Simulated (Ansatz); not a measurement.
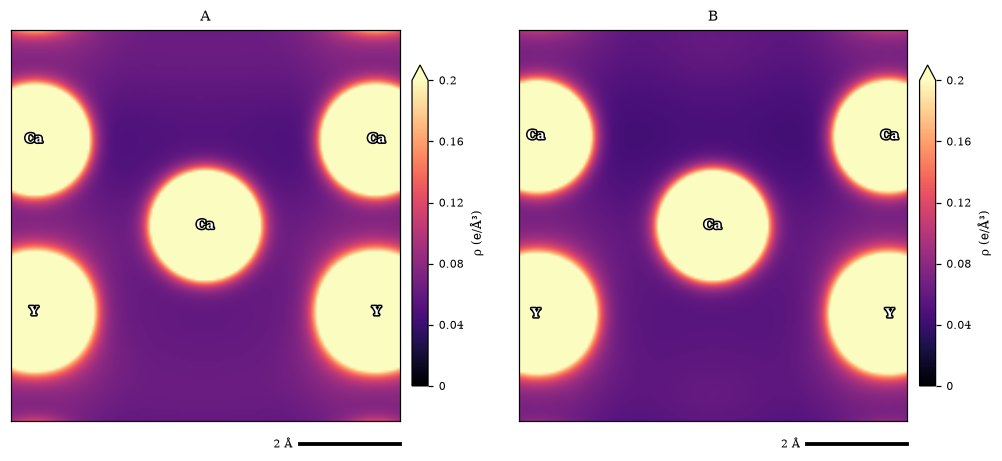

Ca7Y. The valence pseudo-density of two cells that differ in size, on the (100) plane of each (indices in the axes of the calculation cell), at one length scale and on one colour scale; one has 40.8 and the other 44.8 Å³ an atom.

Space group P-4m2; a structure generated by program, which may or may not match a known phase; computed without spin polarisation.

Method: Ansatz 0.2.0, DFT PBE, scalar-relativistic, plane waves, PAW.

Core electrons are frozen (PAW), and the valence fields are smoothed inside the atomic spheres.

The larger cell:

```
CELL_PARAMETERS angstrom
7.08794 0.00000 0.00000
0.00000 7.08794 0.00000
0.00000 0.00000 7.14074
ATOMIC_POSITIONS crystal
Ca 0.00000 0.25254 0.24004
Ca 0.50000 0.00000 0.24844
Ca 0.74746 0.00000 0.75996
Ca 0.00000 0.74746 0.24004
Ca 0.00000 0.50000 0.75156
Ca 0.50000 0.50000 0.50000
Ca 0.25254 0.00000 0.75996
Y 0.50000 0.50000 0.00000
```

The smaller cell: a = 6.865 Å, b = 6.865 Å, c = 6.920 Å, α = 90.00°, β = 90.00°, γ = 90.00°.

Q: Which panel shows the smaller cell, and what does the compression change?

A: Panel A is the smaller cell, by 9 % in volume. From the larger cell to the smaller, Ca–Y goes from 3.57 to 3.46 Å, and the density at its midpoint from 0.07 to 0.08 e/Å³; the pressure goes from −1.5 to 0.0 GPa.
